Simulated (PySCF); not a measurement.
**C₃H₅F₂GaO: density, localisation and related maps**

```xyz
12

C    -2.0336   -0.5204   -0.1615
O    -0.7289   -1.0787   -0.1622
C     0.2995   -0.2584    0.1161
Ga    2.3202   -0.4754    0.2579
C     0.2534    1.0373    0.3983
F    -0.6764    1.9836    0.5196
F     1.5180    1.6223    0.6466
H    -2.7114   -1.3358   -0.4057
H    -2.1212    0.2702   -0.9117
H    -2.2841   -0.1128    0.8217
H     3.2067   -0.2755   -1.0034
H     2.9590   -0.8571    1.6229
```

Geometry: GFN2-xTB.

Method: PySCF, CAM-B3LYP/def2-SVPD, SCF density, gas phase.

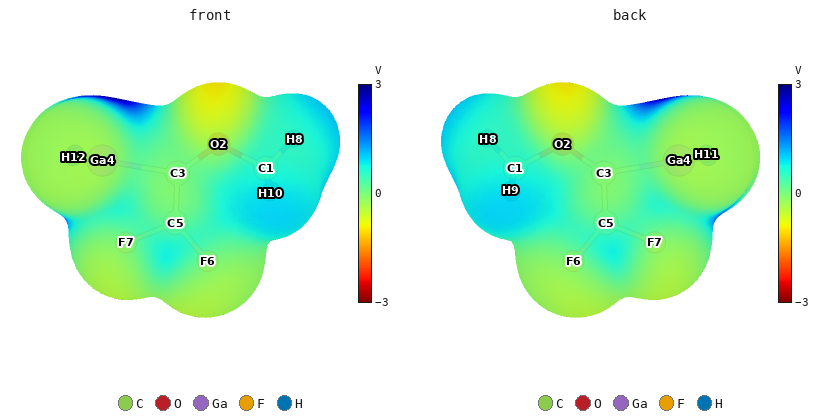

Figure 1. The electrostatic potential painted on the density surface at 0.002 e/bohr³, seen from the front and from behind; the colour scale runs from red (negative) to blue (positive).

> Describe the electrostatic potential map.

The most negative region (about −0.9 V, or −21 kcal/mol for a unit charge) lies over O2, the most positive (about +2.8 V, or +65 kcal/mol for a unit charge) over Ga4.

> How polar is the molecule by this calculation?

Its dipole moment is 1.73 D.

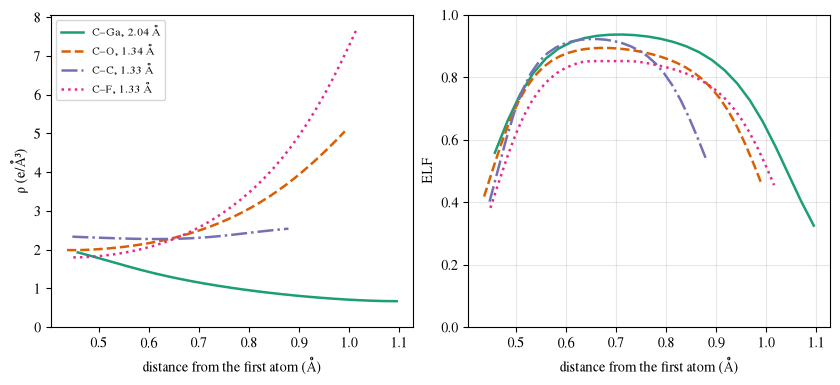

Figure 2. Total electron density and electron localisation function along straight lines between neighbouring atoms. The curves leave out the atomic cores.

> What can be read from the curves?

C–Ga (2.04 Å): the density is about 0.7 e/Å³ at the midpoint; the ELF peaks at about 0.95 in the valence shell of C, 0.7 Å from its nucleus, and is about 0.60 at the midpoint.
C–O (1.34 Å): the density is about 2.4 e/Å³ at the midpoint, with its minimum of 2 e/Å³ about 0.5 Å from C; the ELF peaks at about 0.90 between the atoms: a polar covalent bond.
C–C (1.33 Å): ρ is about 2.3 e/Å³ halfway; the ELF peaks at about 0.90 between the atoms (a multiple bond).
C–F (1.33 Å): ρ at the midpoint is about 2.4 e/Å³; the ELF peaks at about 0.85 between the atoms: a shared but strongly polarised pair.
